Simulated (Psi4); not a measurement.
# One shape, several levels: doublet BNH3F+

Aim: a comparison of 4 runs (UHF/3-21G, UB3LYP/6-31G*, UTPSSh/def2-TZVP) of doublet BNH3F+. 

The results are computed with Psi4 1.11.

2 further runs of the same task are left out: 2 set aside as unsound or not needed.

## 1. The structure to begin with

BNH3F+: 6 atoms, total charge +1, spin state doublet. As SMILES of the parent species, `NBF`. The coordinates come from a PBE0-D4/def2-TZVP relaxation. That shape belongs to the parent species and isn't relaxed for this state.

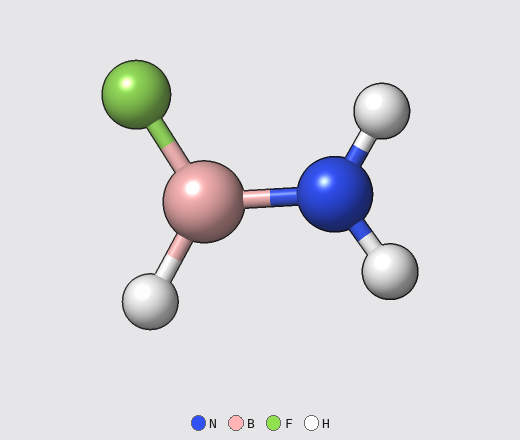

Viewed from a chosen angle; nitrogen blue, boron pink, fluorine green, hydrogen white.

## 2. A single-point energy at UHF/3-21G (run 1)

Input file input.inp:

```
memory 1.6 GB

molecule geom {
  1 2
  N     -0.426400     0.101100    -0.582100
  B      0.415700    -0.151700     0.493800
  F      0.446700     0.710400     1.515900
  H     -0.487800    -0.513300    -1.373400
  H     -1.022000     0.910700    -0.632200
  H      1.115700    -1.121200     0.531800
  symmetry c1
}

set {
  basis 3-21G
  reference uhf
  puream true
  e_convergence 1e-09
  d_convergence 1e-08
  scf_type pk
  maxiter 200
}

energy_value, wavefunction = energy('scf', return_wfn=True)
oeprop(wavefunction, 'QUADRUPOLE', 'WIBERG_LOWDIN_INDICES', 'MAYER_INDICES')
```

On the command line:

```bash
$ psi4 -i input.inp -o input.out -n 1
```

input.out:

```text
[...]
  Running in c1 symmetry.
[...]
  Nuclear repulsion =   65.180622369518190
[...]
  Multiplicity = 2
[...]
  Nalpha       = 12
  Nbeta        = 11
[...]
    Number of basis functions: 33
[...]
   @UHF iter   1:  -179.02109674828174   -4.61604e-01   9.77431e-03 ADIIS/DIIS
[...]
   @UHF iter  14:  -179.08993055611347   -4.54747e-13   5.71193e-09 DIIS
[...]
   @S^2 Observed:                7.572825534E-01
[...]
    Orbital Energies [Eh]
    ---------------------
    Alpha Occupied:
       1A    -26.417314     2A    -15.935318     3A     -7.923067
       4A     -1.835834     5A     -1.616350     6A     -1.110117
       7A     -1.092657     8A     -0.960173     9A     -0.957157
      10A     -0.894558    11A     -0.872137    12A     -0.768986
    Alpha Virtual:
      13A     -0.084943    14A     -0.030665    15A      0.022317
      16A      0.110381    17A      0.127723    18A      0.235036
      19A      0.379327    20A      0.398831    21A      0.565854
      22A      0.656939    23A      0.879134    24A      0.971255
      25A      1.026803    26A      1.129584    27A      1.257869
[...]
  @UHF Final Energy:  -179.08993055611347
   => Energetics <=
    Nuclear Repulsion Energy =             65.1806223695181899
    One-Electron Energy =                -368.9752091492865702
    Two-Electron Energy =                 124.7046562236549221
    Total Energy =                       -179.0899305561134724
  UHF NO Occupations:
  HONO-2 :   10  A 1.9990509
  HONO-1 :   11  A 1.9982361
[...]
 Multipole Moments:
 ------------------------------------------------------------------------------------
     Multipole            Electronic (a.u.)      Nuclear  (a.u.)        Total (a.u.)
 ------------------------------------------------------------------------------------
 L = 1.  Multiply by 2.5417464519 to convert [e a0] to [Debye]
 Dipole X            :          0.1958905           -1.3159375           -1.1200470
 Dipole Y            :          0.8688984           -1.4470758           -0.5781773
 Dipole Z            :          1.2964090           -3.7581444           -2.4617354
 Magnitude           :                                                    2.7656708
 L = 2.  Multiply by 1.3450342976 to convert [e a0^2] to [Debye ang]
 Quadrupole XX       :        -30.9853396           22.0398966           -8.9454430
 Quadrupole XY       :          0.7964551           -1.0959564           -0.2995013
[...]
```

It took 2.2 s on 1 thread of Intel Xeon Platinum 8259CL at 2.50GHz (Skylake/Cascade Lake), shared host; peak memory 0.18 GiB.

## 3. A single-point energy at UB3LYP/6-31G(d) (spherical functions) (run 2)

Input file input.in:

```
memory 1600 MB

molecule {
  1 2
  N     -0.426400     0.101100    -0.582100
  B      0.415700    -0.151700     0.493800
  F      0.446700     0.710400     1.515900
  H     -0.487800    -0.513300    -1.373400
  H     -1.022000     0.910700    -0.632200
  H      1.115700    -1.121200     0.531800
  symmetry c1
  no_reorient
  no_com
}

set {
  basis 6-31G*
  reference uks
  puream true
  e_convergence 1e-09
  d_convergence 1e-08
  scf_type pk
  dft_radial_points 99
  dft_spherical_points 590
  maxiter 200
}

e, wfn = energy('b3lyp', return_wfn=True)
oeprop(wfn, 'DIPOLE', 'QUADRUPOLE', 'LOWDIN_CHARGES', title='B3LYP')
```

On the command line:

```bash
$ psi4 -n 1 input.in input.out
```

input.out:

```text
[...]
  Running in c1 symmetry.
[...]
  Nuclear repulsion =   65.180622369518204
[...]
  Multiplicity = 2
[...]
  Nalpha       = 12
  Nbeta        = 11
[...]
    Number of basis functions: 48
[...]
   @UKS iter   1:  -180.70696426187681    1.01467e-01   1.33712e-02 DIIS/ADIIS
[...]
   @UKS iter  15:  -180.93799072210970   -8.66862e-12   5.86594e-09 DIIS
[...]
   @S^2 Observed:                7.547645103E-01
[...]
    Orbital Energies [Eh]
    ---------------------
    Alpha Occupied:
       1A    -24.962248     2A    -14.747515     3A     -7.085677
       4A     -1.460496     5A     -1.271090     6A     -0.886462
       7A     -0.883000     8A     -0.769904     9A     -0.740130
      10A     -0.698513    11A     -0.685106    12A     -0.604886
    Alpha Virtual:
      13A     -0.242437    14A     -0.189893    15A     -0.146120
      16A     -0.070045    17A     -0.029590    18A      0.051618
      19A      0.165308    20A      0.202713    21A      0.240288
      22A      0.302322    23A      0.371949    24A      0.398995
      25A      0.553675    26A      0.575218    27A      0.636853
[...]
  @UKS Final Energy:  -180.93799072210970
   => Energetics <=
    Nuclear Repulsion Energy =             65.1806223695182041
    One-Electron Energy =                -370.5551713741828053
    Two-Electron Energy =                 142.4682835450187213
    DFT Exchange-Correlation Energy =     -18.0317252624638478
    Empirical Dispersion Energy =           0.0000000000000000
    VV10 Nonlocal Energy =                  0.0000000000000000
    Total Energy =                       -180.9379907221097028
[...]
 Multipole Moments:
 ------------------------------------------------------------------------------------
     Multipole            Electronic (a.u.)      Nuclear  (a.u.)        Total (a.u.)
 ------------------------------------------------------------------------------------
 L = 1.  Multiply by 2.5417464519 to convert [e a0] to [Debye]
 Dipole X            :         -5.8772233            5.1398661           -0.7373572
 Dipole Y            :        -10.5291312           10.6183711            0.0892399
 Dipole Z            :        -21.0662385           19.9623109           -1.1039276
 Magnitude           :                                                    1.3305321
 L = 2.  Multiply by 1.3450342976 to convert [e a0^2] to [Debye ang]
 Quadrupole XX       :        -32.3801394           23.0685021           -9.3116373
 Quadrupole XY       :         -1.8883928            1.0987413           -0.7896515
[...]
```

Run time: 19 s. Hardware: 1 thread of Intel Xeon Platinum 8259CL at 2.50GHz (Skylake/Cascade Lake), shared host; peak memory 0.67 GiB.

Run 3 isn't shown in full; the table further down has it.

## 4. Energy and forces at UTPSSh/def2-TZVP (run 4)

Input file calc.in:

```
memory 1600 mb

molecule system {
  1 2
  N
  B 1 1.389461
  F 2 1.337485 1 119.24287
  H 1 1.0037 2 122.42334 3 -179.98002
  H 1 1.006331 4 114.64607 2 -179.99153
  H 2 1.196401 3 118.9791 1 179.9954
  units angstrom
  symmetry c1
}

set basis def2-TZVP
set reference uks
set puream true
set e_convergence 1e-09
set d_convergence 1e-08
set scf_type pk
set dft_radial_points 99
set dft_spherical_points 590
set maxiter 200

energy_value, wavefunction = gradient('tpssh', return_wfn=True)
oeprop(wavefunction, 'LOWDIN_CHARGES', 'MAYER_INDICES', 'DIPOLE', title='TPSSH')
print_variables()
```

On the command line:

```bash
$ psi4 -i calc.in -o calc.out -n 1
```

calc.out:

```text
[...]
  Running in c1 symmetry.
[...]
  Nuclear repulsion =   65.180610846743804
[...]
  Multiplicity = 2
[...]
  Nalpha       = 12
  Nbeta        = 11
[...]
    Number of basis functions: 111
[...]
   @UKS iter   1:  -180.71527523687089    6.97416e-02   7.27568e-03 DIIS/ADIIS
[...]
   @UKS iter  16:  -181.02288150189239   -1.77636e-11   4.26081e-09 DIIS
[...]
   @S^2 Observed:                7.553712507E-01
[...]
  @UKS Final Energy:  -181.02288150189239
   => Energetics <=
    Nuclear Repulsion Energy =             65.1806108467438037
    One-Electron Energy =                -370.6928667590055966
    Two-Electron Energy =                 144.6846574656454720
    DFT Exchange-Correlation Energy =     -20.1952830552760254
    Empirical Dispersion Energy =           0.0000000000000000
    VV10 Nonlocal Energy =                  0.0000000000000000
    Total Energy =                       -181.0228815018923854
[...]
  -Total Gradient:
     Atom            X                  Y                   Z
    ------   -----------------  -----------------  -----------------
       1       -0.000014667436     0.010851829797     0.062610188959
       2        0.000006263027     0.004594006328    -0.123107248648
       3       -0.000003844392    -0.019954169839     0.026838906115
       4       -0.000004421842    -0.018119267087     0.012001033229
       5        0.000014094716     0.017526726906     0.013315340152
       6        0.000002557367     0.005131654531     0.008341831789
[...]
 Multipole Moments:
 ------------------------------------------------------------------------------------
     Multipole            Electronic (a.u.)      Nuclear  (a.u.)        Total (a.u.)
 ------------------------------------------------------------------------------------
 L = 1.  Multiply by 2.5417464519 to convert [e a0] to [Debye]
 Dipole X            :          0.0000679            0.0000478            0.0001157
 Dipole Y            :         -1.4607090            2.4670180            1.0063089
 Dipole Z            :          1.2992924           -3.4442991           -2.1450067
 Magnitude           :                                                    2.3693272
[...]
```

Run time: 2.3 min. Hardware: 1 thread of Intel Xeon Platinum 8259CL at 2.50GHz (Skylake/Cascade Lake), shared host; peak memory 0.64 GiB.

## 5. All runs side by side

| run | level | integration grid | task | energy (Eh) | HOMO energy (eV) | LUMO energy (eV) | ⟨S²⟩ | wall time |
| --- | --- | --- | --- | --- | --- | --- | --- | --- |
| 1 | UHF/3-21G | – | energy | -179.089931 | -20.84 | -8.32 | 0.757 | 2.2 s |
| 2 | UB3LYP/6-31G* (spherical functions) | 99 radial × 590 angular | energy | -180.937991 | -16.38 | -14.22 | 0.755 | 19 s |
| 3 | UB3LYP/6-31G* (Cartesian functions) | 99 radial × 590 angular | gradient | -180.940708 | -16.38 | -14.22 | 0.755 | 25 s |
| 4 | UTPSSh/def2-TZVP | 99 radial × 590 angular | gradient | -181.022882 | -15.96 | -14.39 | 0.755 | 2.3 min |

## 6. Results

| quantity | value |
| --- | --- |
| run 4: total energy | -181.02288 Eh |
| run 4: HOMO energy (highest over α and β) | -15.96 eV |
| run 4: LUMO energy (lowest over α and β) | -14.39 eV |
| run 4: ⟨S²⟩ | 0.755 |
| run 4: largest force on an atom | 6.335 eV/Å |

Totals of different functionals can't be ranked against each other. All runs together took 3 min, the longest 2.3 min.
